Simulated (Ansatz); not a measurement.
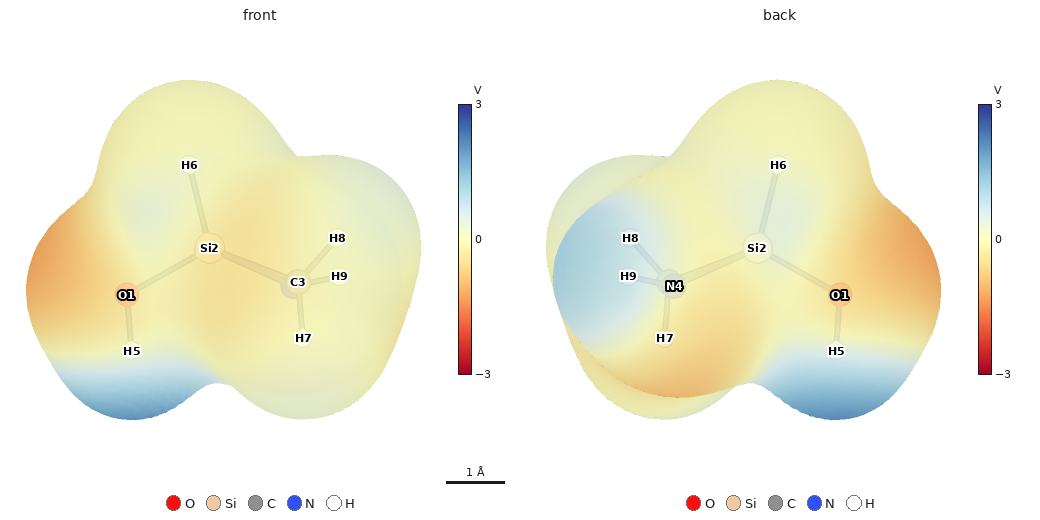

Figure. CH₅NOSi (SMILES O[SiH]1CN1). The molecular electrostatic potential painted on the density surface at 0.001 e/bohr³, seen from the front and from behind; the colour scale runs from red (negative) to blue (positive).

Method: RKS LDA/def2-SVP (Ansatz 0.2.0).

Input

```
crystal:
  periodic: [false, false, false]
  atoms:
    - { symbol: O, position_ang: [-1.7321, -0.328, 0.9065] }
    - { symbol: Si, position_ang: [-0.802, 0.2583, -0.3081] }
    - { symbol: C, position_ang: [0.9144, 0.6836, 0.0896] }
    - { symbol: "N", position_ang: [0.6425, -0.6916, -0.0232] }
    - { symbol: H, position_ang: [-1.333, -0.9436, 1.4404] }
    - { symbol: H, position_ang: [-1.1964, -0.1435, -1.6655] }
    - { symbol: H, position_ang: [1.1436, 1.066, 1.1039] }
    - { symbol: H, position_ang: [1.5769, 1.1362, -0.6949] }
    - { symbol: H, position_ang: [0.8745, -1.0839, -0.866] }
basis:
  gaussian: { orbitals: def2-SVP }
hamiltonian:
  xc: lda
relax:
  f_tol: 0.015
  max_steps: 40
output:
  orbitals: {}
```

Launched as:

```sh
ansatz run input.yaml --threads 1 --pin off --max-ram 2048MiB --backend cpu --events-out ev --progress --plain --runs-dir out
```

The fields are those of the relaxed geometry.

Question: Where is the surface potential most negative and most positive?

Answer: The most negative region (about −1.2 V, or −28 kcal/mol for a unit charge) lies over O1, the most positive (about +2.0 V, or +46 kcal/mol for a unit charge) over H5. O1 is the likeliest acceptor of a hydrogen bond.
